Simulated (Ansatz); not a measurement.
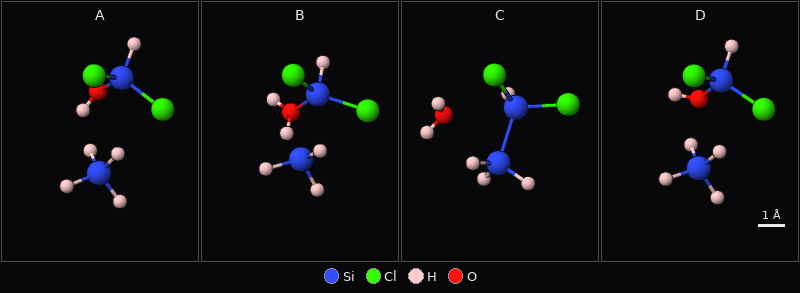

4 geometries from a converged minimum-energy path of Si$_{2}$H$_{6}$OCl$_{2}$, made up of Si2H4Cl2 and H$_{2}$O, shuffled. The picture is a ball-and-stick view, seen face on.

Theory: RKS B3LYP-D4/def2-SVP (Ansatz 0.2.0). Settings: 7 movable images; climbing image; force threshold 0.03 eV/Å; iteration limit 49; starting path through a guess of the saddle point.

Which frame is the transition state?

B. In order along the path, whose images run from 0 to 8: C (image 0, 0.00 eV), B (image 4, +1.94 eV), D (image 6, −0.78 eV), A (image 7, −0.96 eV). Breaking: H–O (0.97 → 2.82 Å), Si–Si (2.35 → 4.19 Å). Forming: O–Si (2.90 → 1.64 Å), H–Si (3.22 → 1.49 Å).

Limits of the set-up: the start holds two separate molecules, 2.7 Å apart at their closest, whose relative position is a soft coordinate.

The run took 11 min on 2 threads of Intel(R) Xeon(R) 6975P-C (Granite Rapids), with other jobs on the host, peak memory 0.31 GiB.
